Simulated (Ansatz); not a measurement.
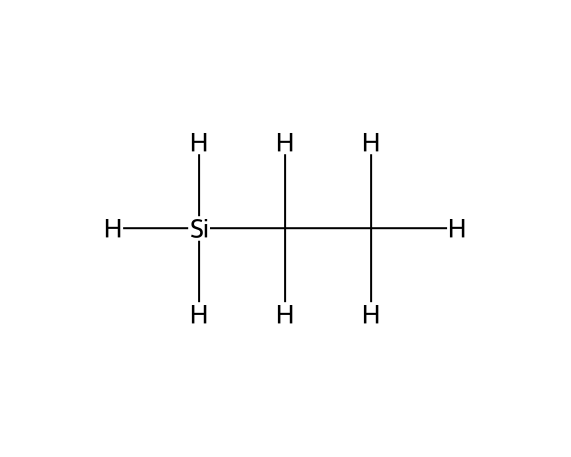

Structural formula above. The geometry was computed by an optimisation with PBE0-D4/def2-TZVP. No frequency run is at hand to confirm it as a minimum.

Describe the 3D structure.

The molecule is C2H8Si. As SMILES it reads `CC[SiH3]`. It has no ring. Among its groups: Si–H bond. This geometry has Cs symmetry. Coordination: 2 C tetrahedral; 1 Si tetrahedral.

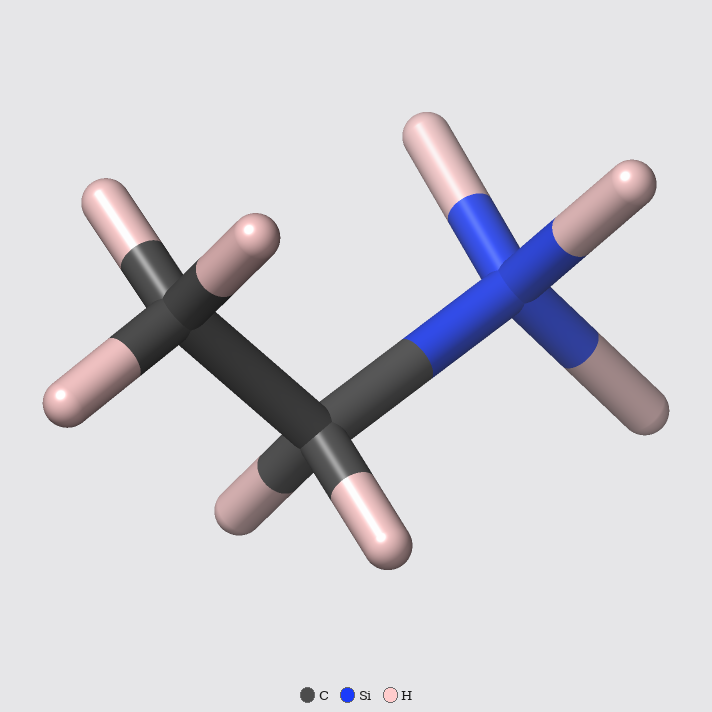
